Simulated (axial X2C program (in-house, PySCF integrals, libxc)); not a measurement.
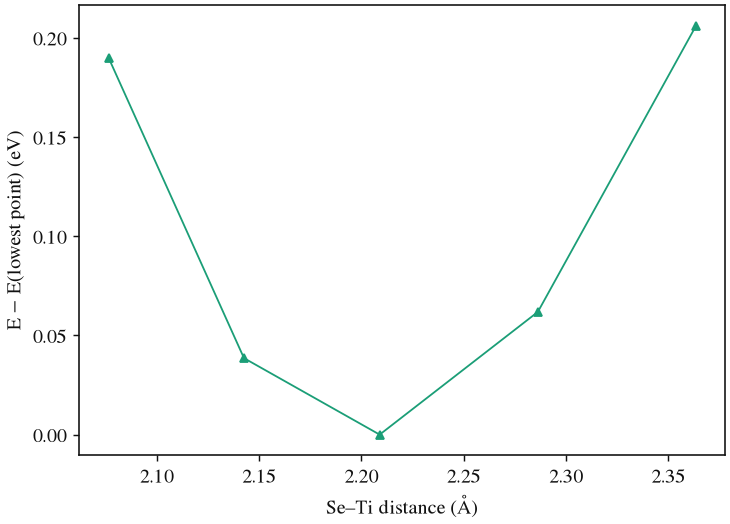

Energy at 5 bond lengths, for one set of occupations held fixed; the line joins the points. A polynomial of degree 3 through 5 points gives rₑ = 2.202 Å, ωₑ = 425.1 cm⁻¹ and Bₑ = 0.1160 cm⁻¹. The minimum lies 4.25 eV below Se + Ti, each computed as one determinant at the same level.

SeTi: relativistic diatomic calculation

SeTi, single determinant with Ω = 1. Computed at this level: PBE0, two-component X2C with atomic mean-field Coulomb and Gaunt terms, Se dyall-cv3z, Ti dyall-cv3z (cores contracted) (axial X2C program (in-house, PySCF integrals, libxc)).

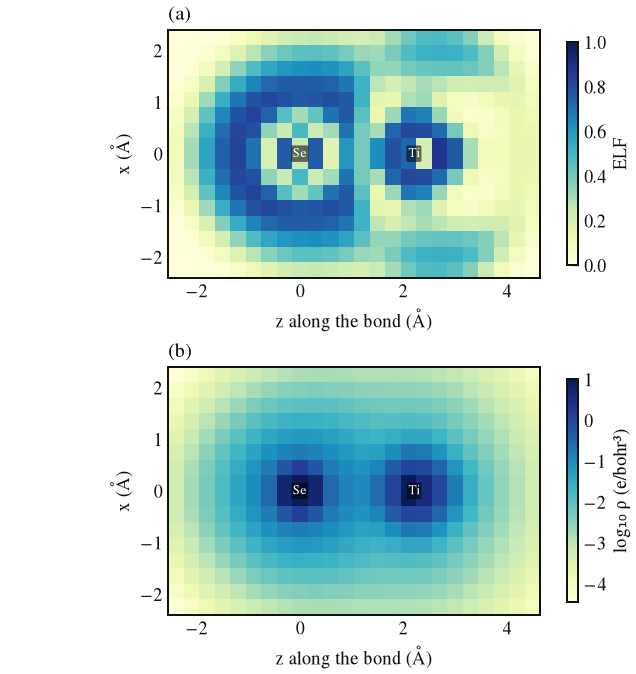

(a) electron localisation function; (b) electron density on a logarithmic scale, in a plane that holds the axis, at 2.21 Å, on points 0.3 Å apart (one half computed, the other mirrored); the structure near the nuclei is finer than these points.

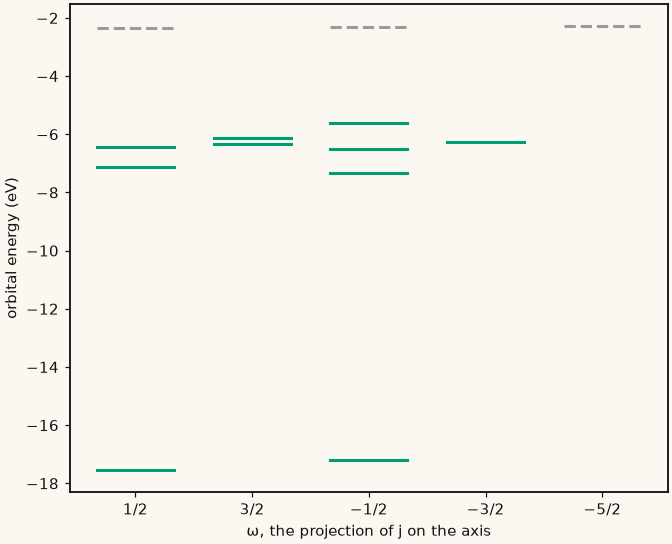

Orbital energies near the frontier at 2.21 Å, filled (solid) and empty (dashed). The highest filled spinor (−1/2; 55 % Ti s, 34 % Ti d) lies at −5.60 eV, the lowest empty one (1/2; 68 % Ti s, 22 % Ti p) at −2.36 eV.

These pictures come from the run below.

**The input**
```
{"zs": [34, 22], "q": 0, "bas": ["dyall-cv3z", "dyall-cv3z"], "levels": ["PBE0", "HF", "M06"], "cc": true, "r0": 2.24, "thr": -1.0, "nmax": 90, "npts": 10, "nst": 2, "ntry": 6}
```

The line is the task of a batch: nuclear charges, charge, bases, the levels to run, a first guess of the distance and further settings. This report covers PBE0 with spin-orbit coupling. The log is that of the reference distance 2.209 Å.

Launched within a batch (the task file carries these settings):
```bash
python <driver script> task.json out
```

**Output**
```
two-component X2C + atomic mean field  PBE0
basis functions 218  fitting functions 1242  grid points 5799
iter        total energy     max residual
   1      -3281.101470794     2.24e+00
   2      -3282.279123482     3.59e-02
   3      -3282.249456568     7.73e-02
   4      -3282.278985339     2.77e-02
   5      -3282.288195730     2.18e-03
   6      -3282.288212598     9.30e-04
   7      -3282.288229226     1.65e-04
   8      -3282.288230745     2.28e-04
   9      -3282.288231879     2.40e-05
  10      -3282.288231931     1.98e-05
  11      -3282.288231938     2.47e-06
  12      -3282.288231939     1.81e-06
converged
one-electron -4907.48244213  Coulomb 1577.67423608  exact exchange -32.04700864  xc functional -98.53268946  nuclear repulsion 179.18721311  atomic mean-field constant -1.08754091
```

**The points of the curve**

| R (Å) | E (hartree) | dipole (D; origin at the first atom, positive when the second is positive) | highest filled (eV) | lowest empty (eV) |
| --- | --- | --- | --- | --- |
| 2.076 | −3282.281247 | 5.26 | −5.42 | −2.23 |
| 2.143 | −3282.286815 | 5.60 | −5.51 | −2.30 |
| 2.209 | −3282.288232 | 5.94 | −5.60 | −2.36 |
| 2.286 | −3282.285958 | 6.33 | −5.69 | −2.47 |
| 2.364 | −3282.280657 | 6.70 | −5.79 | −2.62 |

**Results in brief**

- outcome: converged
- bond length rₑ: 2.202 Å
- ωₑ: 425.1 cm⁻¹
- energy at the minimum: −3282.28824 hartree
- depth below the fragments: 4.25 eV
- hardware: 1 thread of Intel Xeon @ 2.90GHz (Ice Lake), 64 GiB of memory available, shared host
- wall time: 6.6 s

**Notes**

Caveats: 5 of the 10 points asked for were kept.
